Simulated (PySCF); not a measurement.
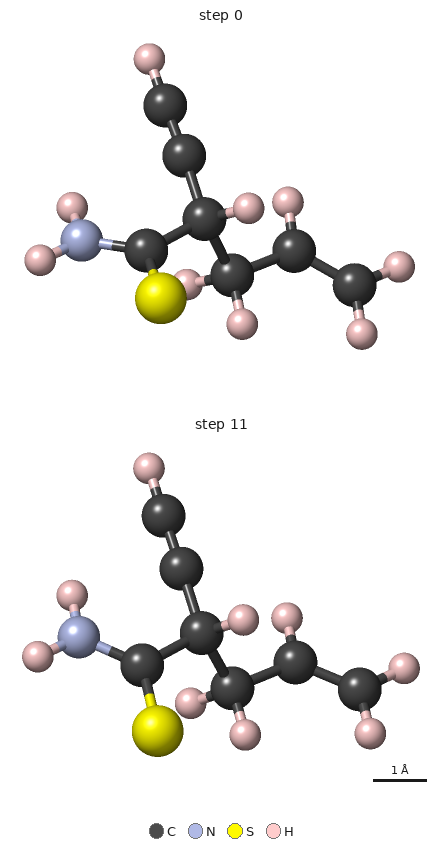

The structure of C7H9NS before (top) and after (bottom) a relaxation, at one scale.

Style: ball-and-stick. Shown at a tilt.

The start comes from GFN2-xTB. Its atoms were then displaced at random by about 0.01 Å.

These are results of PBE0-D3(BJ)/def2-SVP geometry optimisation, gas phase in PySCF, not measurements. 

Q: Summarise the run.

A: The S atom moves most after the best rigid fit: 0.60 Å. Largest moves by element: S 0.60 Å, H 0.55 Å, N 0.34 Å, C 0.16 Å. Some distances before and after: C–C 1.490 → 1.533 Å, C–C 1.581 → 1.548 Å, C–C 1.463 → 1.495 Å, C–H 1.066 → 1.097 Å. Among the angles between lasting bonds that change: C–C–H 104.4° → 107.9°, C–C–H 175.9° → 178.7°, C–C–H 107.9° → 105.4°. Groups turn about C–C by about 25°. Over 11 geometry steps the energy falls by 0.190 eV.
